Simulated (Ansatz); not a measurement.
## Nudged elastic band, with input and output: GeH₅SO₂F

GeH₅SO₂F, computed with RKS PBE0/def2-SVP (Ansatz 0.2.0).

It belongs to a series of runs on one base structure; here: band between the two ends. Figures and captions count atoms from 1; the log counts them from 0 in places.

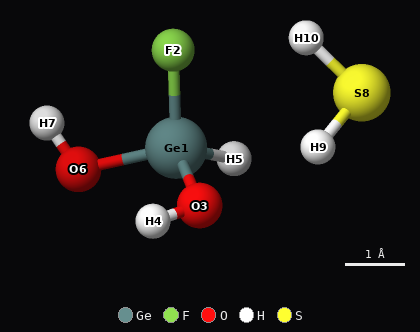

Figure 1. The structure as given in the input (ball-and-stick view, seen at a tilt; atoms are numbered from 1 in the order of the input). Sticks mark near contacts. Bond lengths as drawn: F–Ge 1.74 Å, Ge–H 1.52 Å, Ge–O 1.76 Å, H–O 0.96 to 0.97 Å and H–S 1.35 Å.

Input file
```yaml
crystal:
  periodic: [false, false, false]
  atoms:
    - { symbol: Ge, position_ang: [-0.113703, -0.129728, -0.070092] }
    - { symbol: F, position_ang: [-0.343805, -0.249986, 1.653892] }
    - { symbol: O, position_ang: [1.609291, -0.195424, -0.422617] }
    - { symbol: H, position_ang: [1.89517, -1.108583, -0.55326] }
    - { symbol: H, position_ang: [-0.751622, 1.140981, -0.597995] }
    - { symbol: O, position_ang: [-0.802166, -1.628754, -0.689541] }
    - { symbol: H, position_ang: [-1.333509, -2.08782, -0.028563] }
    - { symbol: S, position_ang: [1.618273, 2.55835, 1.55082] }
    - { symbol: H, position_ang: [2.314713, 1.615265, 0.876953] }
    - { symbol: H, position_ang: [1.123057, 1.640498, 2.408203] }
basis:
  gaussian: { orbitals: def2-SVP }
hamiltonian:
  xc: pbe0
neb:
  order_check: false
  images: 7
  f_tol: 0.03
  max_iterations: 60
  final_atoms:
    - { symbol: Ge, position_ang: [0.428752, 0.31956708, -0.46507297] }
    - { symbol: F, position_ang: [-0.94993116, 0.19034033, 2.51006859] }
    - { symbol: O, position_ang: [1.61456665, -0.13790588, -1.68063765] }
    - { symbol: H, position_ang: [1.97993958, -1.01211175, -1.49823858] }
    - { symbol: H, position_ang: [-0.68326494, 1.13946752, -1.11913369] }
    - { symbol: O, position_ang: [-0.03764613, -1.18783426, 0.30937082] }
    - { symbol: H, position_ang: [-0.4891998, -1.01453431, 1.15354991] }
    - { symbol: S, position_ang: [1.32577031, 1.68032626, 1.10735047] }
    - { symbol: H, position_ang: [2.26982637, 0.7850637, 1.47582744] }
    - { symbol: H, position_ang: [-0.24311388, 0.79242031, 2.33471566] }
  initial_path:
    images:
      - { positions_ang: [[-0.113703, -0.129728, -0.070092], [-0.343805, -0.249986, 1.653892], [1.609291, -0.195424, -0.422617], [1.89517, -1.108583, -0.55326], [-0.751622, 1.140981, -0.597995], [-0.802166, -1.628754, -0.689541], [-1.333509, -2.08782, -0.028563], [1.618273, 2.55835, 1.55082], [2.314713, 1.615265, 0.876953], [1.123057, 1.640498, 2.408203]] }
      - { positions_ang: [[-0.08355415, -0.09905947, -0.05404207], [-0.26503803, -0.17897571, 1.74626367], [1.62848666, -0.15233385, -0.458387], [1.92182989, -1.07596245, -0.57933203], [-0.74131536, 1.16793856, -0.58857452], [-0.80671694, -1.5868041, -0.66229969], [-1.32257099, -2.04331657, 0.02681604], [1.54758166, 2.42434906, 1.35829313], [2.3353601, 1.61163335, 1.05518401], [1.00163616, 1.48733019, 2.28387847]] }
      - { positions_ang: [[-0.05340529, -0.06839094, -0.03799214], [-0.18627105, -0.10796542, 1.83863533], [1.64768231, -0.1092437, -0.494157], [1.94848978, -1.04334191, -0.60540406], [-0.73100872, 1.19489612, -0.57915404], [-0.81126788, -1.5448542, -0.63505839], [-1.31163298, -1.99881315, 0.08219509], [1.47689031, 2.29034813, 1.16576625], [2.35600721, 1.60800169, 1.23341502], [0.88021531, 1.33416238, 2.15955394]] }
      - { positions_ang: [[-0.02325644, -0.03772241, -0.02194221], [-0.10750408, -0.03695513, 1.931007], [1.66687797, -0.06615355, -0.529927], [1.97514966, -1.01072136, -0.63147609], [-0.72070208, 1.22185368, -0.56973356], [-0.81581882, -1.5029043, -0.60781708], [-1.30069497, -1.95430972, 0.13757413], [1.40619897, 2.15634719, 0.97323938], [2.37665431, 1.60437004, 1.41164603], [0.75879447, 1.18099457, 2.03522941]] }
      - { positions_ang: [[0.00689242, -0.00705388, -0.00589228], [-0.0287371, 0.03405516, 2.02337866], [1.68607363, -0.0230634, -0.565697], [2.00180955, -0.97810082, -0.65754812], [-0.71039544, 1.24881124, -0.56031308], [-0.82036976, -1.4609544, -0.58057577], [-1.28975696, -1.9098063, 0.19295318], [1.33550762, 2.02234625, 0.7807125], [2.39730142, 1.60073838, 1.58987704], [0.63737362, 1.02782676, 1.91090488]] }
      - { positions_ang: [[0.11235731, 0.07460136, -0.12068746], [-0.25903562, 0.07312645, 2.14505115], [1.66819688, -0.05177402, -0.84443216], [1.99634206, -0.98660355, -0.86772074], [-0.70361281, 1.22147531, -0.70001824], [-0.62468885, -1.39267436, -0.35808913], [-1.08961767, -1.6859883, 0.43310236], [1.3330733, 1.93684125, 0.86237199], [2.36543266, 1.39681971, 1.56136464], [0.41725175, 0.96897515, 2.01685757]] }
      - { positions_ang: [[0.21782221, 0.1562566, -0.23548263], [-0.48933413, 0.11219775, 2.26672363], [1.65032014, -0.08048464, -1.12316732], [1.99087457, -0.99510628, -1.07789335], [-0.69683019, 1.19413938, -0.83972339], [-0.42900795, -1.32439433, -0.13560248], [-0.88947838, -1.4621703, 0.67325155], [1.33063897, 1.85133625, 0.94403149], [2.33356389, 1.19290104, 1.53285224], [0.19712987, 0.91012354, 2.12281027]] }
      - { positions_ang: [[0.3232871, 0.23791184, -0.3502778], [-0.71963265, 0.15126904, 2.38839611], [1.63244339, -0.10919526, -1.40190249], [1.98540707, -1.00360902, -1.28806596], [-0.69004757, 1.16680345, -0.97942854], [-0.23332704, -1.2561143, 0.08688417], [-0.68933909, -1.23835231, 0.91340073], [1.32820464, 1.76583125, 1.02569098], [2.30169513, 0.98898237, 1.50433984], [-0.022992, 0.85127192, 2.22876296]] }
      - { positions_ang: [[0.428752, 0.31956708, -0.46507297], [-0.94993116, 0.19034033, 2.51006859], [1.61456665, -0.13790588, -1.68063765], [1.97993958, -1.01211175, -1.49823858], [-0.68326494, 1.13946752, -1.11913369], [-0.03764613, -1.18783426, 0.30937082], [-0.4891998, -1.01453431, 1.15354991], [1.32577031, 1.68032626, 1.10735047], [2.26982637, 0.7850637, 1.47582744], [-0.24311388, 0.79242031, 2.33471566]] }
```

Run as:
```bash
ansatz run input.yaml --threads 4 --pin off --max-ram 5120MiB --backend cpu --events-out ev --progress --plain --runs-dir out
```

The program's output
```
Engine: ansatz 0.2.0, aarch64-unknown-linux-gnu
Functional definition: PBE0
  parameter a = 0.25
  parameter kappa = 0.804
  parameter beta = 0.06672455060314922
  exchange = (1 - a)*pbe_x(kappa = kappa, mu = beta*pi^2/3) + a*exact_x
  correlation = pbe_c(beta = beta)
1207 factors; integrals over basis functions are off by at most 3.3e-4 eV
mean field evaluation 1: about -74206.4953 eV, gradient 7.0e1 eV
mean field evaluation 2: about -74194.3760 eV, gradient 1.1e2 eV
mean field evaluation 4: about -74214.5210 eV, gradient 4.2e0 eV
mean field evaluation 8: about -74214.5684 eV, gradient 2.9e-2 eV
mean field -74214.56842914 eV, -2727.3350853298 hartree, gradient 5.6e-5 eV, S^2 0.000000; 0 other end points of the search recorded, 0 dependent functions left out
the calculation of the forces begins
reference -74214.56845405 eV, -2727.3350862453 hartree; 39, 39 occupied and 78, 78 virtual orbitals, 1207 factors
1207 factors; integrals over basis functions are off by at most 1.3e-3 eV
mean field evaluation 16: about -74206.2294 eV, gradient 7.0e1 eV
mean field -74214.54799045 eV, -2727.3343342218 hartree, gradient 2.0e-5 eV, S^2 0.000000; 0 other end points of the search recorded, 0 dependent functions left out
[... from here on the field's lines of each further geometry are left out, up to the last ...]
NEB iter   1: max|band force component| = 1.033e1 eV/Å  barrier→ = 2.7893 eV  barrier← = 2.7688 eV  Δτ_max = 0.2000 Å  (241 SCF iters)
NEB iter   2: max|band force component| = 3.648e0 eV/Å  barrier→ = 1.5533 eV  barrier← = 1.5329 eV  Δτ_max = 0.2000 Å  (225 SCF iters)
NEB iter   3: max|band force component| = 1.260e0 eV/Å  barrier→ = 1.1457 eV  barrier← = 1.1253 eV  Δτ_max = 0.2000 Å  (211 SCF iters)
NEB iter   4: max|band force component| = 9.140e-1 eV/Å  barrier→ = 1.1339 eV  barrier← = 1.1135 eV  Δτ_max = 0.1594 Å  (204 SCF iters)
NEB iter   5: max|band force component| = 1.244e0 eV/Å  barrier→ = 1.1113 eV  barrier← = 1.0908 eV  Δτ_max = 0.0818 Å  (207 SCF iters)
NEB iter   6: max|band force component| = 5.773e-1 eV/Å  barrier→ = 1.0644 eV  barrier← = 1.0439 eV  Δτ_max = 0.0988 Å  (205 SCF iters)
NEB iter   7: max|band force component| = 2.898e-1 eV/Å  barrier→ = 1.0484 eV  barrier← = 1.0279 eV  CI = image 4  Δτ_max = 0.1115 Å  (207 SCF iters)
NEB iter   8: max|band force component| = 2.510e-1 eV/Å  barrier→ = 1.0642 eV  barrier← = 1.0438 eV  CI = image 4  Δτ_max = 0.0488 Å  (207 SCF iters)
NEB iter   9: max|band force component| = 1.212e-1 eV/Å  barrier→ = 1.0601 eV  barrier← = 1.0396 eV  CI = image 4  Δτ_max = 0.0893 Å  (207 SCF iters)
NEB iter  10: max|band force component| = 2.676e-1 eV/Å  barrier→ = 1.0576 eV  barrier← = 1.0371 eV  CI = image 4  Δτ_max = 0.0452 Å  (204 SCF iters)
NEB iter  11: max|band force component| = 1.209e-1 eV/Å  barrier→ = 1.0572 eV  barrier← = 1.0367 eV  CI = image 4  Δτ_max = 0.0172 Å  (212 SCF iters)
NEB iter  12: max|band force component| = 2.720e-2 eV/Å  barrier→ = 1.0570 eV  barrier← = 1.0365 eV  CI = image 4  Δτ_max = 0.0097 Å  (202 SCF iters)
the calculation of the forces begins
reference -74214.50233629 eV, -2727.3326564624 hartree; 39, 39 occupied and 78, 78 virtual orbitals, 1209 factors
1209 factors; integrals over basis functions are off by at most 8.0e-4 eV
mean field evaluation 800: about -74213.5117 eV, gradient 6.0e-2 eV
mean field -74213.51167208 eV, -2727.2962502239 hartree, gradient 2.5e-5 eV, S^2 0.000000; 1 other end points of the search recorded, 0 dependent functions left out
the calculation of the forces begins
reference -74213.51169570 eV, -2727.2962510921 hartree; 39, 39 occupied and 78, 78 virtual orbitals, 1209 factors
NEB iter  13: max|band force component| = 2.614e-2 eV/Å  barrier→ = 1.0568 eV  barrier← = 1.0363 eV  CI = image 4  Δτ_max = 0.0000 Å  (218 SCF iters)
```

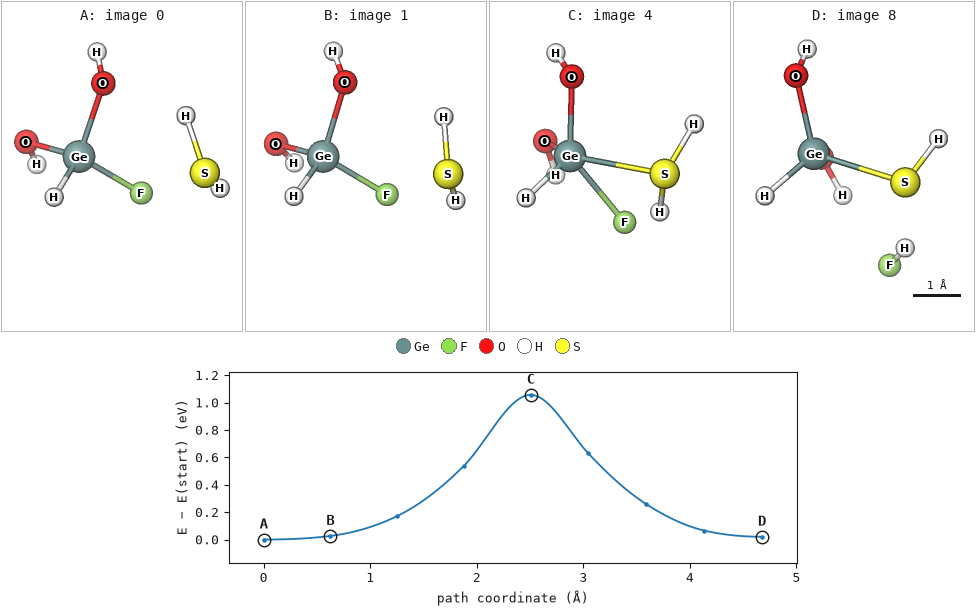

Figure 2. Images of the last band (counted from 0; ball-and-stick, seen at a tilt) above the energy along the path; the line is a cubic interpolation that uses the forces. The highest image is number 4, 1.057 eV above the start and 1.036 eV above the end (the climbing image); the end lies 0.020 eV above the start. The path is 4.68 Å long. The band converged in 13 iterations.

```
Total energy: -74213.51169570 eV, -2727.2962510921 hartree
Atom 0 at     0.216231     0.212667    -0.097870 Å, force     0.005488    -0.018344     0.003146 eV/Å
Atom 1 at    -0.580182     0.252106     1.776096 Å, force    -0.012428     0.001457    -0.001916 eV/Å
Atom 2 at     1.756943    -0.077897    -0.930839 Å, force    -0.003132     0.012598    -0.005808 eV/Å
Atom 3 at     1.776394    -1.014615    -1.170452 Å, force     0.006048    -0.013440    -0.006779 eV/Å
Atom 4 at    -0.766561     1.146330    -0.798719 Å, force    -0.000605     0.003627     0.001684 eV/Å
Atom 5 at    -0.282880    -1.494150    -0.095447 Å, force     0.013621     0.018010    -0.008129 eV/Å
Atom 6 at    -0.928885    -1.674737     0.596337 Å, force    -0.010745    -0.008531     0.012314 eV/Å
Atom 7 at     1.360874     1.956129     1.287155 Å, force    -0.004673     0.004844     0.000020 eV/Å
Atom 8 at     2.403632     1.143866     1.565219 Å, force     0.004993    -0.005966     0.000043 eV/Å
Atom 9 at     0.260134     1.105098     1.996321 Å, force     0.001432     0.005745     0.005423 eV/Å
Dipole moment:    -0.035522    -0.101149     0.181316 e Å
this run last wrote the band of iteration 13 to [file]; this run last wrote the band within `neb.f_tol` of iteration 12 to [file]
```

The last band as extended XYZ (Å, eV, eV/Å)
```
10
Properties=species:S:1:pos:R:3:forces:R:3 image=0 energy=-74214.56843
Ge   -0.1137   -0.1297   -0.0701    0.0085  -0.0001  -0.0139
F    -0.3438   -0.2500    1.6539    0.0000   0.0017   0.0081
O     1.6093   -0.1954   -0.4226   -0.0183  -0.0195  -0.0031
H     1.8952   -1.1086   -0.5533    0.0104   0.0137   0.0021
H    -0.7516    1.1410   -0.5980    0.0010   0.0025   0.0028
O    -0.8022   -1.6288   -0.6895    0.0015   0.0022   0.0065
H    -1.3335   -2.0878   -0.0286   -0.0021  -0.0001  -0.0036
S     1.6183    2.5583    1.5508    0.0026  -0.0147  -0.0033
H     2.3147    1.6153    0.8770   -0.0056   0.0101   0.0074
H     1.1231    1.6405    2.4082    0.0020   0.0042  -0.0031
10
Properties=species:S:1:pos:R:3:forces:R:3 image=1 energy=-74214.54212
Ge   -0.0894   -0.0860   -0.1178   -0.0137  -0.0180  -0.0014
F    -0.2821   -0.1227    1.6192    0.0141  -0.0205  -0.0012
O     1.6154   -0.1871   -0.5396   -0.0035  -0.0092   0.0195
H     1.8376   -1.0932   -0.7894    0.0106  -0.0098   0.0334
H    -0.7699    1.1413   -0.6950    0.0049  -0.0021   0.0116
O    -0.8039   -1.6274   -0.5898   -0.0227   0.0073  -0.0198
H    -1.1763   -2.0749    0.1799   -0.0205  -0.0257  -0.0382
S     1.6150    2.4799    1.5476    0.0044   0.0320   0.0188
H     2.4027    1.4472    1.1779   -0.0022   0.0246  -0.0391
H     0.8666    1.6780    2.3348    0.0288   0.0214   0.0165
10
Properties=species:S:1:pos:R:3:forces:R:3 image=2 energy=-74214.39754
Ge   -0.0347   -0.0103   -0.1344   -0.0734  -0.0710  -0.0130
F    -0.3591   -0.0046    1.5982    0.0937  -0.0739  -0.0309
O     1.6482   -0.1329   -0.6413   -0.0203  -0.0260   0.0915
H     1.7910   -1.0355   -0.9590    0.0266  -0.0130   0.0823
H    -0.7832    1.1459   -0.7748   -0.0068  -0.0107   0.0076
O    -0.6545   -1.6358   -0.4388   -0.1254  -0.0151  -0.1073
H    -1.0520   -1.9412    0.3873   -0.0473  -0.1167  -0.1030
S     1.5493    2.3030    1.4544    0.0617   0.1237   0.0611
H     2.4236    1.2741    1.4216    0.0006   0.0674  -0.0605
H     0.6871    1.5920    2.2147    0.0905   0.1353   0.0722
10
Properties=species:S:1:pos:R:3:forces:R:3 image=3 energy=-74214.03182
Ge    0.0688    0.0928   -0.1010   -0.2005  -0.1728   0.0026
F    -0.5155    0.1077    1.6189    0.0706  -0.1991  -0.2211
O     1.7019   -0.0887   -0.7731   -0.0638   0.0103   0.1969
H     1.7686   -1.0067   -1.0771    0.0073   0.0288   0.1166
H    -0.7646    1.1541   -0.8042   -0.0032   0.0049  -0.0128
O    -0.4408   -1.5952   -0.2556   -0.1895  -0.1230  -0.2026
H    -0.9749   -1.7804    0.5275   -0.0346  -0.1698  -0.0997
S     1.4367    2.1044    1.3646    0.0846   0.1983   0.1127
H     2.4075    1.1797    1.5331   -0.0112   0.0539  -0.0269
H     0.5280    1.3869    2.0947    0.3403   0.3685   0.1342
10
Properties=species:S:1:pos:R:3:forces:R:3 image=4 energy=-74213.51167
Ge    0.2162    0.2127   -0.0979    0.0055  -0.0183   0.0031
F    -0.5802    0.2521    1.7761   -0.0124   0.0015  -0.0019
O     1.7569   -0.0779   -0.9308   -0.0031   0.0126  -0.0058
H     1.7764   -1.0146   -1.1705    0.0060  -0.0134  -0.0068
H    -0.7666    1.1463   -0.7987   -0.0006   0.0036   0.0017
O    -0.2829   -1.4942   -0.0954    0.0136   0.0180  -0.0081
H    -0.9289   -1.6747    0.5963   -0.0107  -0.0085   0.0123
S     1.3609    1.9561    1.2872   -0.0047   0.0048   0.0000
H     2.4036    1.1439    1.5652    0.0050  -0.0060   0.0000
H     0.2601    1.1051    1.9963    0.0014   0.0057   0.0054
10
Properties=species:S:1:pos:R:3:forces:R:3 image=5 energy=-74213.93917
Ge    0.3339    0.2817   -0.1741    0.2052   0.1266  -0.1157
F    -0.6929    0.3003    2.0213   -0.2361   0.0945   0.3536
O     1.7832   -0.0875   -1.1058    0.0795  -0.0260  -0.2650
H     1.7770   -1.0399   -1.2637    0.0371  -0.0585  -0.1211
H    -0.7771    1.1261   -0.8051    0.0353  -0.0153  -0.0529
O    -0.1770   -1.4113    0.0167    0.1655   0.1202   0.1625
H    -0.8864   -1.5760    0.6479    0.0535   0.1762   0.0619
S     1.3680    1.8834    1.1851   -0.0005  -0.1255  -0.1440
H     2.4483    1.1318    1.4837    0.0458  -0.0533  -0.0760
H     0.0387    0.9463    2.1217   -0.3854  -0.2391   0.1966
10
Properties=species:S:1:pos:R:3:forces:R:3 image=6 energy=-74214.30976
Ge    0.4042    0.3112   -0.2685    0.0898   0.0153  -0.0925
F    -0.8734    0.2972    2.2185   -0.2173  -0.0039   0.1698
O     1.7693   -0.0781   -1.3100    0.0100  -0.0109  -0.1839
H     1.7943   -1.0404   -1.3931    0.0428  -0.0081  -0.1011
H    -0.7600    1.1077   -0.8657    0.0494  -0.0042  -0.0799
O    -0.0622   -1.3428    0.1500    0.0952   0.0772   0.1184
H    -0.7878   -1.4070    0.7828    0.0827   0.1639   0.1120
S     1.3508    1.7938    1.1737   -0.0263  -0.0719   0.0094
H     2.4719    1.0755    1.3974    0.0082  -0.0720  -0.0565
H    -0.0913    0.8378    2.2426   -0.1345  -0.0854   0.1044
10
Properties=species:S:1:pos:R:3:forces:R:3 image=7 energy=-74214.50231
Ge    0.4382    0.3231   -0.3661    0.0351   0.0126  -0.0508
F    -0.9925    0.2408    2.3650   -0.0579  -0.0235   0.0515
O     1.7356   -0.0869   -1.4839   -0.0319  -0.0155  -0.0549
H     1.8375   -1.0475   -1.4980    0.0348   0.0071  -0.0417
H    -0.7148    1.1093   -0.9947    0.0259   0.0073  -0.0462
O    -0.0229   -1.2603    0.2547    0.0110   0.0440   0.0486
H    -0.6301   -1.1805    1.0056    0.0591   0.0644   0.0720
S     1.3242    1.7248    1.1675   -0.0070  -0.0190  -0.0006
H     2.4369    0.9826    1.3602   -0.0195  -0.0447  -0.0014
H    -0.1965    0.7494    2.3175   -0.0495  -0.0327   0.0235
10
Properties=species:S:1:pos:R:3:forces:R:3 image=8 energy=-74214.54799
Ge    0.4288    0.3196   -0.4651   -0.0099   0.0080   0.0177
F    -0.9499    0.1903    2.5101   -0.0120  -0.0115   0.0020
O     1.6146   -0.1379   -1.6806   -0.0082   0.0035   0.0067
H     1.9799   -1.0121   -1.4982    0.0068  -0.0076  -0.0026
H    -0.6833    1.1395   -1.1191    0.0022   0.0026  -0.0099
O    -0.0376   -1.1878    0.3094    0.0052  -0.0138  -0.0076
H    -0.4892   -1.0145    1.1536    0.0022   0.0092   0.0008
S     1.3258    1.6803    1.1074    0.0011   0.0016  -0.0005
H     2.2698    0.7851    1.4758    0.0000  -0.0018  -0.0035
H    -0.2431    0.7924    2.3347    0.0125   0.0099  -0.0031
```

Summary

- outcome: converged
- barrier, forward: 1.057 eV
- barrier, backward: 1.036 eV
- hardware: 4 threads of Arm Neoverse V1, 24 GiB of memory available, shared host
- wall time: 3.2 min (CPU time 12 min)
- peak memory: 0.31 GiB

Notes

The order of the saddle point was not checked.
